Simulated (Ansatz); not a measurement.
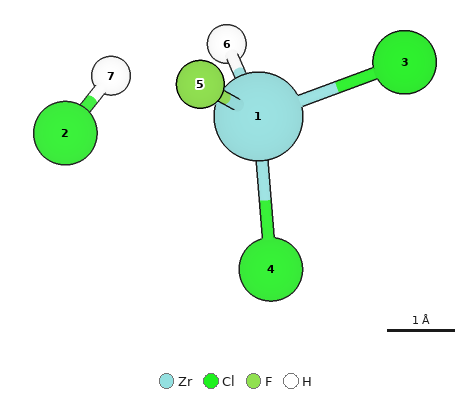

The input geometry (ball-and-stick view, seen at a tilt; atoms are numbered from 1 in the order of the input). Sticks mark near contacts. Bond lengths as drawn: Cl–H 1.31 Å, Cl–Zr 2.34 to 2.36 Å, F–Zr 1.90 Å and H–Zr 1.87 Å.

## Molecular dynamics of ZrH$_{2}$Cl$_{3}$F (part 1 of 5)

System: ZrH$_{2}$Cl$_{3}$F.
Method: RKS B3LYP/def2-SVP (Ansatz 0.2.0).

It belongs to a series of runs on one base structure; here: dynamics from the highest image of the converged band. Figures and captions count atoms from 1; the log counts them from 0 in places.

## The program's output
```
Engine: ansatz 0.2.0, aarch64-unknown-linux-gnu
Functional definition: B3LYP
  parameter a0 = 0.2
  parameter ax = 0.72
  parameter ac = 0.81
  exchange = (1 - a0 - ax)*slater_x + ax*b88_x + a0*exact_x
  correlation = (1 - ac)*vwn_rpa_c + ac*lyp_c
1114 factors; integrals over basis functions are off by at most 3.2e-4 eV
mean field evaluation 1: about -41589.1533 eV, gradient 3.9e1 eV
mean field evaluation 2: about -41568.4480 eV, gradient 1.2e2 eV
mean field evaluation 4: about -41592.0711 eV, gradient 3.6e0 eV
mean field evaluation 8: about -41592.1248 eV, gradient 6.5e-2 eV
mean field evaluation 16: about -41592.1248 eV, gradient 2.7e-5 eV
mean field -41592.12476920 eV, -1528.4823931132 hartree, gradient 2.7e-5 eV, S^2 0.000000; 0 other end points of the search recorded, 0 dependent functions left out
the calculation of the forces begins
reference -41592.12510196 eV, -1528.4824053419 hartree; 37, 37 occupied and 72, 72 virtual orbitals, 1114 factors
md step     0: t =     0.00 fs  T =   300.0 K  F+E_penalty+E_count = -41592.12476920 eV  E_kin = 0.193890 eV  conserved = -41591.93087920 eV  (28 SCF iters)
these checks for a lower state are left out or cut short: starts, cluster_reference, orbital_swaps, neighbouring_geometries, increment
1114 factors; integrals over basis functions are off by at most 2.9e-4 eV
mean field -41592.12391062 eV, -1528.4823615611 hartree, gradient 1.9e-5 eV, S^2 0.000000; 0 other end points of the search recorded, 0 dependent functions left out
the calculation of the forces begins
reference -41592.12424334 eV, -1528.4823737883 hartree; 37, 37 occupied and 72, 72 virtual orbitals, 1114 factors
md step     1: t =     0.50 fs  T =   298.7 K  F+E_penalty+E_count = -41592.12391062 eV  E_kin = 0.193033 eV  conserved = -41591.93087715 eV  (27 SCF iters)
[... from here on the SCF iterations and repeated set-up lines of each step are left out, up to the last step ...]
md step     2: t =     1.00 fs  T =   295.2 K  F+E_penalty+E_count = -41592.12165448 eV  E_kin = 0.190782 eV  conserved = -41591.93087222 eV  (27 SCF iters)
md step     3: t =     1.50 fs  T =   289.7 K  F+E_penalty+E_count = -41592.11808003 eV  E_kin = 0.187216 eV  conserved = -41591.93086432 eV  (27 SCF iters)
md step     4: t =     2.00 fs  T =   282.3 K  F+E_penalty+E_count = -41592.11331161 eV  E_kin = 0.182458 eV  conserved = -41591.93085408 eV  (27 SCF iters)
md step     5: t =     2.50 fs  T =   273.4 K  F+E_penalty+E_count = -41592.10751015 eV  E_kin = 0.176668 eV  conserved = -41591.93084227 eV  (26 SCF iters)
md step     6: t =     3.00 fs  T =   263.1 K  F+E_penalty+E_count = -41592.10086241 eV  E_kin = 0.170033 eV  conserved = -41591.93082959 eV  (27 SCF iters)
md step     7: t =     3.50 fs  T =   251.8 K  F+E_penalty+E_count = -41592.09356912 eV  E_kin = 0.162752 eV  conserved = -41591.93081684 eV  (27 SCF iters)
md step     8: t =     4.00 fs  T =   239.9 K  F+E_penalty+E_count = -41592.08583256 eV  E_kin = 0.155028 eV  conserved = -41591.93080467 eV  (27 SCF iters)
md step     9: t =     4.50 fs  T =   227.5 K  F+E_penalty+E_count = -41592.07784589 eV  E_kin = 0.147052 eV  conserved = -41591.93079370 eV  (27 SCF iters)
md step    10: t =     5.00 fs  T =   215.1 K  F+E_penalty+E_count = -41592.06978447 eV  E_kin = 0.139000 eV  conserved = -41591.93078420 eV  (26 SCF iters)
md step    11: t =     5.50 fs  T =   202.7 K  F+E_penalty+E_count = -41592.06180095 eV  E_kin = 0.131025 eV  conserved = -41591.93077624 eV  (27 SCF iters)
md step    12: t =     6.00 fs  T =   190.7 K  F+E_penalty+E_count = -41592.05402377 eV  E_kin = 0.123254 eV  conserved = -41591.93076971 eV  (27 SCF iters)
md step    13: t =     6.50 fs  T =   179.2 K  F+E_penalty+E_count = -41592.04655890 eV  E_kin = 0.115795 eV  conserved = -41591.93076432 eV  (27 SCF iters)
md step    14: t =     7.00 fs  T =   168.2 K  F+E_penalty+E_count = -41592.03949405 eV  E_kin = 0.108734 eV  conserved = -41591.93075970 eV  (27 SCF iters)
md step    15: t =     7.50 fs  T =   158.1 K  F+E_penalty+E_count = -41592.03290422 eV  E_kin = 0.102149 eV  conserved = -41591.93075550 eV  (26 SCF iters)
md step    16: t =     8.00 fs  T =   148.7 K  F+E_penalty+E_count = -41592.02685707 eV  E_kin = 0.096106 eV  conserved = -41591.93075113 eV  (26 SCF iters)
md step    17: t =     8.50 fs  T =   140.3 K  F+E_penalty+E_count = -41592.02141874 eV  E_kin = 0.090672 eV  conserved = -41591.93074673 eV  (26 SCF iters)
md step    18: t =     9.00 fs  T =   132.9 K  F+E_penalty+E_count = -41592.01665610 eV  E_kin = 0.085914 eV  conserved = -41591.93074235 eV  (26 SCF iters)
md step    19: t =     9.50 fs  T =   126.7 K  F+E_penalty+E_count = -41592.01263781 eV  E_kin = 0.081900 eV  conserved = -41591.93073786 eV  (26 SCF iters)
md step    20: t =    10.00 fs  T =   121.8 K  F+E_penalty+E_count = -41592.00943360 eV  E_kin = 0.078701 eV  conserved = -41591.93073294 eV  (30 SCF iters)
md step    21: t =    10.50 fs  T =   118.2 K  F+E_penalty+E_count = -41592.00711333 eV  E_kin = 0.076384 eV  conserved = -41591.93072887 eV  (26 SCF iters)
md step    22: t =    11.00 fs  T =   116.1 K  F+E_penalty+E_count = -41592.00574007 eV  E_kin = 0.075015 eV  conserved = -41591.93072542 eV  (26 SCF iters)
md step    23: t =    11.50 fs  T =   115.5 K  F+E_penalty+E_count = -41592.00536761 eV  E_kin = 0.074645 eV  conserved = -41591.93072291 eV  (26 SCF iters)
md step    24: t =    12.00 fs  T =   116.5 K  F+E_penalty+E_count = -41592.00603505 eV  E_kin = 0.075313 eV  conserved = -41591.93072162 eV  (26 SCF iters)
md step    25: t =    12.50 fs  T =   119.2 K  F+E_penalty+E_count = -41592.00776228 eV  E_kin = 0.077040 eV  conserved = -41591.93072180 eV  (26 SCF iters)
md step    26: t =    13.00 fs  T =   123.5 K  F+E_penalty+E_count = -41592.01054603 eV  E_kin = 0.079822 eV  conserved = -41591.93072363 eV  (26 SCF iters)
md step    27: t =    13.50 fs  T =   129.4 K  F+E_penalty+E_count = -41592.01435682 eV  E_kin = 0.083630 eV  conserved = -41591.93072724 eV  (26 SCF iters)
md step    28: t =    14.00 fs  T =   136.8 K  F+E_penalty+E_count = -41592.01913692 eV  E_kin = 0.088404 eV  conserved = -41591.93073267 eV  (26 SCF iters)
md step    29: t =    14.50 fs  T =   145.5 K  F+E_penalty+E_count = -41592.02479973 eV  E_kin = 0.094060 eV  conserved = -41591.93074016 eV  (26 SCF iters)
md step    30: t =    15.00 fs  T =   155.5 K  F+E_penalty+E_count = -41592.03122908 eV  E_kin = 0.100480 eV  conserved = -41591.93074906 eV  (26 SCF iters)
md step    31: t =    15.50 fs  T =   166.4 K  F+E_penalty+E_count = -41592.03828249 eV  E_kin = 0.107523 eV  conserved = -41591.93075947 eV  (26 SCF iters)
md step    32: t =    16.00 fs  T =   178.0 K  F+E_penalty+E_count = -41592.04579312 eV  E_kin = 0.115022 eV  conserved = -41591.93077107 eV  (26 SCF iters)
md step    33: t =    16.50 fs  T =   190.0 K  F+E_penalty+E_count = -41592.05357449 eV  E_kin = 0.122791 eV  conserved = -41591.93078354 eV  (27 SCF iters)
md step    34: t =    17.00 fs  T =   202.1 K  F+E_penalty+E_count = -41592.06142600 eV  E_kin = 0.130630 eV  conserved = -41591.93079625 eV  (27 SCF iters)
md step    35: t =    17.50 fs  T =   214.0 K  F+E_penalty+E_count = -41592.06914056 eV  E_kin = 0.138331 eV  conserved = -41591.93080907 eV  (26 SCF iters)
md step    36: t =    18.00 fs  T =   225.4 K  F+E_penalty+E_count = -41592.07651122 eV  E_kin = 0.145690 eV  conserved = -41591.93082128 eV  (27 SCF iters)
md step    37: t =    18.50 fs  T =   236.0 K  F+E_penalty+E_count = -41592.08334020 eV  E_kin = 0.152508 eV  conserved = -41591.93083244 eV  (27 SCF iters)
md step    38: t =    19.00 fs  T =   245.4 K  F+E_penalty+E_count = -41592.08944640 eV  E_kin = 0.158604 eV  conserved = -41591.93084208 eV  (27 SCF iters)
md step    39: t =    19.50 fs  T =   253.5 K  F+E_penalty+E_count = -41592.09467290 eV  E_kin = 0.163823 eV  conserved = -41591.93084981 eV  (27 SCF iters)
md step    40: t =    20.00 fs  T =   260.0 K  F+E_penalty+E_count = -41592.09889324 eV  E_kin = 0.168037 eV  conserved = -41591.93085588 eV  (27 SCF iters)
md step    41: t =    20.50 fs  T =   264.8 K  F+E_penalty+E_count = -41592.10201358 eV  E_kin = 0.171154 eV  conserved = -41591.93085918 eV  (27 SCF iters)
md step    42: t =    21.00 fs  T =   267.9 K  F+E_penalty+E_count = -41592.10397750 eV  E_kin = 0.173117 eV  conserved = -41591.93086025 eV  (27 SCF iters)
md step    43: t =    21.50 fs  T =   269.1 K  F+E_penalty+E_count = -41592.10476372 eV  E_kin = 0.173904 eV  conserved = -41591.93085924 eV  (29 SCF iters)
md step    44: t =    22.00 fs  T =   268.5 K  F+E_penalty+E_count = -41592.10438426 eV  E_kin = 0.173528 eV  conserved = -41591.93085664 eV  (27 SCF iters)
md step    45: t =    22.50 fs  T =   266.2 K  F+E_penalty+E_count = -41592.10287935 eV  E_kin = 0.172027 eV  conserved = -41591.93085240 eV  (26 SCF iters)
md step    46: t =    23.00 fs  T =   262.2 K  F+E_penalty+E_count = -41592.10031324 eV  E_kin = 0.169466 eV  conserved = -41591.93084711 eV  (27 SCF iters)
md step    47: t =    23.50 fs  T =   256.7 K  F+E_penalty+E_count = -41592.09676735 eV  E_kin = 0.165926 eV  conserved = -41591.93084111 eV  (27 SCF iters)
md step    48: t =    24.00 fs  T =   249.9 K  F+E_penalty+E_count = -41592.09233502 eV  E_kin = 0.161500 eV  conserved = -41591.93083476 eV  (27 SCF iters)
md step    49: t =    24.50 fs  T =   241.8 K  F+E_penalty+E_count = -41592.08711643 eV  E_kin = 0.156288 eV  conserved = -41591.93082820 eV  (27 SCF iters)
md step    50: t =    25.00 fs  T =   232.7 K  F+E_penalty+E_count = -41592.08121545 eV  E_kin = 0.150394 eV  conserved = -41591.93082159 eV  (27 SCF iters)
md step    51: t =    25.50 fs  T =   222.7 K  F+E_penalty+E_count = -41592.07473743 eV  E_kin = 0.143922 eV  conserved = -41591.93081495 eV  (27 SCF iters)
md step    52: t =    26.00 fs  T =   211.9 K  F+E_penalty+E_count = -41592.06778863 eV  E_kin = 0.136980 eV  conserved = -41591.93080825 eV  (27 SCF iters)
md step    53: t =    26.50 fs  T =   200.6 K  F+E_penalty+E_count = -41592.06047697 eV  E_kin = 0.129675 eV  conserved = -41591.93080168 eV  (27 SCF iters)
md step    54: t =    27.00 fs  T =   188.9 K  F+E_penalty+E_count = -41592.05291189 eV  E_kin = 0.122117 eV  conserved = -41591.93079463 eV  (27 SCF iters)
md step    55: t =    27.50 fs  T =   177.0 K  F+E_penalty+E_count = -41592.04520707 eV  E_kin = 0.114420 eV  conserved = -41591.93078729 eV  (27 SCF iters)
md step    56: t =    28.00 fs  T =   165.1 K  F+E_penalty+E_count = -41592.03747988 eV  E_kin = 0.106700 eV  conserved = -41591.93077950 eV  (27 SCF iters)
md step    57: t =    28.50 fs  T =   153.3 K  F+E_penalty+E_count = -41592.02985239 eV  E_kin = 0.099081 eV  conserved = -41591.93077167 eV  (26 SCF iters)
md step    58: t =    29.00 fs  T =   141.9 K  F+E_penalty+E_count = -41592.02244939 eV  E_kin = 0.091686 eV  conserved = -41591.93076373 eV  (26 SCF iters)
md step    59: t =    29.50 fs  T =   131.0 K  F+E_penalty+E_count = -41592.01539746 eV  E_kin = 0.084642 eV  conserved = -41591.93075583 eV  (26 SCF iters)
md step    60: t =    30.00 fs  T =   120.8 K  F+E_penalty+E_count = -41592.00882234 eV  E_kin = 0.078074 eV  conserved = -41591.93074818 eV  (26 SCF iters)
md step    61: t =    30.50 fs  T =   111.6 K  F+E_penalty+E_count = -41592.00284527 eV  E_kin = 0.072105 eV  conserved = -41591.93074049 eV  (26 SCF iters)
md step    62: t =    31.00 fs  T =   103.4 K  F+E_penalty+E_count = -41591.99758145 eV  E_kin = 0.066847 eV  conserved = -41591.93073404 eV  (26 SCF iters)
md step    63: t =    31.50 fs  T =    96.6 K  F+E_penalty+E_count = -41591.99313303 eV  E_kin = 0.062405 eV  conserved = -41591.93072851 eV  (26 SCF iters)
md step    64: t =    32.00 fs  T =    91.1 K  F+E_penalty+E_count = -41591.98958749 eV  E_kin = 0.058863 eV  conserved = -41591.93072424 eV  (26 SCF iters)
md step    65: t =    32.50 fs  T =    87.1 K  F+E_penalty+E_count = -41591.98701298 eV  E_kin = 0.056292 eV  conserved = -41591.93072139 eV  (30 SCF iters)
md step    66: t =    33.00 fs  T =    84.7 K  F+E_penalty+E_count = -41591.98545509 eV  E_kin = 0.054735 eV  conserved = -41591.93072012 eV  (26 SCF iters)
md step    67: t =    33.50 fs  T =    83.9 K  F+E_penalty+E_count = -41591.98493402 eV  E_kin = 0.054213 eV  conserved = -41591.93072057 eV  (26 SCF iters)
md step    68: t =    34.00 fs  T =    84.7 K  F+E_penalty+E_count = -41591.98544261 eV  E_kin = 0.054720 eV  conserved = -41591.93072277 eV  (26 SCF iters)
md step    69: t =    34.50 fs  T =    87.0 K  F+E_penalty+E_count = -41591.98694569 eV  E_kin = 0.056219 eV  conserved = -41591.93072669 eV  (26 SCF iters)
md step    70: t =    35.00 fs  T =    90.7 K  F+E_penalty+E_count = -41591.98938053 eV  E_kin = 0.058648 eV  conserved = -41591.93073218 eV  (26 SCF iters)
md step    71: t =    35.50 fs  T =    95.8 K  F+E_penalty+E_count = -41591.99265869 eV  E_kin = 0.061920 eV  conserved = -41591.93073875 eV  (26 SCF iters)
md step    72: t =    36.00 fs  T =   102.0 K  F+E_penalty+E_count = -41591.99667043 eV  E_kin = 0.065924 eV  conserved = -41591.93074667 eV  (26 SCF iters)
md step    73: t =    36.50 fs  T =   109.1 K  F+E_penalty+E_count = -41592.00128769 eV  E_kin = 0.070532 eV  conserved = -41591.93075529 eV  (26 SCF iters)
md step    74: t =    37.00 fs  T =   117.0 K  F+E_penalty+E_count = -41592.00637078 eV  E_kin = 0.075607 eV  conserved = -41591.93076424 eV  (26 SCF iters)
md step    75: t =    37.50 fs  T =   125.3 K  F+E_penalty+E_count = -41592.01177410 eV  E_kin = 0.081001 eV  conserved = -41591.93077314 eV  (27 SCF iters)
md step    76: t =    38.00 fs  T =   133.9 K  F+E_penalty+E_count = -41592.01735222 eV  E_kin = 0.086571 eV  conserved = -41591.93078163 eV  (27 SCF iters)
md step    77: t =    38.50 fs  T =   142.6 K  F+E_penalty+E_count = -41592.02296544 eV  E_kin = 0.092176 eV  conserved = -41591.93078944 eV  (27 SCF iters)
md step    78: t =    39.00 fs  T =   151.1 K  F+E_penalty+E_count = -41592.02848460 eV  E_kin = 0.097688 eV  conserved = -41591.93079652 eV  (26 SCF iters)
md step    79: t =    39.50 fs  T =   159.4 K  F+E_penalty+E_count = -41592.03379432 eV  E_kin = 0.102991 eV  conserved = -41591.93080292 eV  (27 SCF iters)
md step    80: t =    40.00 fs  T =   167.1 K  F+E_penalty+E_count = -41592.03879393 eV  E_kin = 0.107986 eV  conserved = -41591.93080774 eV  (27 SCF iters)
md step    81: t =    40.50 fs  T =   174.2 K  F+E_penalty+E_count = -41592.04340067 eV  E_kin = 0.112589 eV  conserved = -41591.93081155 eV  (27 SCF iters)
md step    82: t =    41.00 fs  T =   180.6 K  F+E_penalty+E_count = -41592.04754737 eV  E_kin = 0.116733 eV  conserved = -41591.93081444 eV  (27 SCF iters)
md step    83: t =    41.50 fs  T =   186.2 K  F+E_penalty+E_count = -41592.05118173 eV  E_kin = 0.120365 eV  conserved = -41591.93081649 eV  (27 SCF iters)
md step    84: t =    42.00 fs  T =   191.0 K  F+E_penalty+E_count = -41592.05426480 eV  E_kin = 0.123447 eV  conserved = -41591.93081786 eV  (27 SCF iters)
md step    85: t =    42.50 fs  T =   194.9 K  F+E_penalty+E_count = -41592.05676896 eV  E_kin = 0.125950 eV  conserved = -41591.93081866 eV  (27 SCF iters)
md step    86: t =    43.00 fs  T =   197.8 K  F+E_penalty+E_count = -41592.05867636 eV  E_kin = 0.127857 eV  conserved = -41591.93081923 eV  (27 SCF iters)
md step    87: t =    43.50 fs  T =   199.8 K  F+E_penalty+E_count = -41592.05997630 eV  E_kin = 0.129157 eV  conserved = -41591.93081927 eV  (27 SCF iters)
md step    88: t =    44.00 fs  T =   200.9 K  F+E_penalty+E_count = -41592.06066484 eV  E_kin = 0.129846 eV  conserved = -41591.93081907 eV  (30 SCF iters)
md step    89: t =    44.50 fs  T =   201.0 K  F+E_penalty+E_count = -41592.06074269 eV  E_kin = 0.129924 eV  conserved = -41591.93081870 eV  (27 SCF iters)
md step    90: t =    45.00 fs  T =   200.2 K  F+E_penalty+E_count = -41592.06021418 eV  E_kin = 0.129396 eV  conserved = -41591.93081809 eV  (27 SCF iters)
md step    91: t =    45.50 fs  T =   198.5 K  F+E_penalty+E_count = -41592.05908708 eV  E_kin = 0.128270 eV  conserved = -41591.93081748 eV  (27 SCF iters)
md step    92: t =    46.00 fs  T =   195.8 K  F+E_penalty+E_count = -41592.05737145 eV  E_kin = 0.126555 eV  conserved = -41591.93081653 eV  (27 SCF iters)
md step    93: t =    46.50 fs  T =   192.3 K  F+E_penalty+E_count = -41592.05508123 eV  E_kin = 0.124266 eV  conserved = -41591.93081551 eV  (27 SCF iters)
md step    94: t =    47.00 fs  T =   187.9 K  F+E_penalty+E_count = -41592.05223409 eV  E_kin = 0.121420 eV  conserved = -41591.93081415 eV  (27 SCF iters)
md step    95: t =    47.50 fs  T =   182.6 K  F+E_penalty+E_count = -41592.04885367 eV  E_kin = 0.118041 eV  conserved = -41591.93081238 eV  (27 SCF iters)
md step    96: t =    48.00 fs  T =   176.6 K  F+E_penalty+E_count = -41592.04497115 eV  E_kin = 0.114161 eV  conserved = -41591.93080995 eV  (27 SCF iters)
md step    97: t =    48.50 fs  T =   169.9 K  F+E_penalty+E_count = -41592.04062773 eV  E_kin = 0.109821 eV  conserved = -41591.93080687 eV  (27 SCF iters)
md step    98: t =    49.00 fs  T =   162.6 K  F+E_penalty+E_count = -41592.03587605 eV  E_kin = 0.105073 eV  conserved = -41591.93080296 eV  (27 SCF iters)
md step    99: t =    49.50 fs  T =   154.7 K  F+E_penalty+E_count = -41592.03078103 eV  E_kin = 0.099984 eV  conserved = -41591.93079744 eV  (27 SCF iters)
md step   100: t =    50.00 fs  T =   146.4 K  F+E_penalty+E_count = -41592.02542319 eV  E_kin = 0.094631 eV  conserved = -41591.93079192 eV  (27 SCF iters)
md step   101: t =    50.50 fs  T =   137.9 K  F+E_penalty+E_count = -41592.01989314 eV  E_kin = 0.089107 eV  conserved = -41591.93078571 eV  (27 SCF iters)
md step   102: t =    51.00 fs  T =   129.2 K  F+E_penalty+E_count = -41592.01429276 eV  E_kin = 0.083514 eV  conserved = -41591.93077903 eV  (27 SCF iters)
md step   103: t =    51.50 fs  T =   120.6 K  F+E_penalty+E_count = -41592.00873110 eV  E_kin = 0.077959 eV  conserved = -41591.93077214 eV  (26 SCF iters)
md step   104: t =    52.00 fs  T =   112.3 K  F+E_penalty+E_count = -41592.00332030 eV  E_kin = 0.072555 eV  conserved = -41591.93076531 eV  (26 SCF iters)
md step   105: t =    52.50 fs  T =   104.3 K  F+E_penalty+E_count = -41591.99817125 eV  E_kin = 0.067412 eV  conserved = -41591.93075884 eV  (26 SCF iters)
md step   106: t =    53.00 fs  T =    96.9 K  F+E_penalty+E_count = -41591.99338917 eV  E_kin = 0.062636 eV  conserved = -41591.93075293 eV  (26 SCF iters)
md step   107: t =    53.50 fs  T =    90.2 K  F+E_penalty+E_count = -41591.98907004 eV  E_kin = 0.058322 eV  conserved = -41591.93074777 eV  (26 SCF iters)
md step   108: t =    54.00 fs  T =    84.4 K  F+E_penalty+E_count = -41591.98529782 eV  E_kin = 0.054554 eV  conserved = -41591.93074345 eV  (26 SCF iters)
md step   109: t =    54.50 fs  T =    79.5 K  F+E_penalty+E_count = -41591.98214291 eV  E_kin = 0.051403 eV  conserved = -41591.93074000 eV  (26 SCF iters)
md step   110: t =    55.00 fs  T =    75.7 K  F+E_penalty+E_count = -41591.97966155 eV  E_kin = 0.048924 eV  conserved = -41591.93073742 eV  (26 SCF iters)
md step   111: t =    55.50 fs  T =    73.0 K  F+E_penalty+E_count = -41591.97789608 eV  E_kin = 0.047160 eV  conserved = -41591.93073566 eV  (30 SCF iters)
md step   112: t =    56.00 fs  T =    71.4 K  F+E_penalty+E_count = -41591.97687550 eV  E_kin = 0.046141 eV  conserved = -41591.93073467 eV  (26 SCF iters)
md step   113: t =    56.50 fs  T =    71.0 K  F+E_penalty+E_count = -41591.97661627 eV  E_kin = 0.045882 eV  conserved = -41591.93073442 eV  (25 SCF iters)
md step   114: t =    57.00 fs  T =    71.8 K  F+E_penalty+E_count = -41591.97712286 eV  E_kin = 0.046388 eV  conserved = -41591.93073489 eV  (26 SCF iters)
md step   115: t =    57.50 fs  T =    73.7 K  F+E_penalty+E_count = -41591.97838804 eV  E_kin = 0.047652 eV  conserved = -41591.93073606 eV  (26 SCF iters)
md step   116: t =    58.00 fs  T =    76.8 K  F+E_penalty+E_count = -41591.98039357 eV  E_kin = 0.049655 eV  conserved = -41591.93073844 eV  (26 SCF iters)
md step   117: t =    58.50 fs  T =    81.0 K  F+E_penalty+E_count = -41591.98310811 eV  E_kin = 0.052367 eV  conserved = -41591.93074098 eV  (26 SCF iters)
```
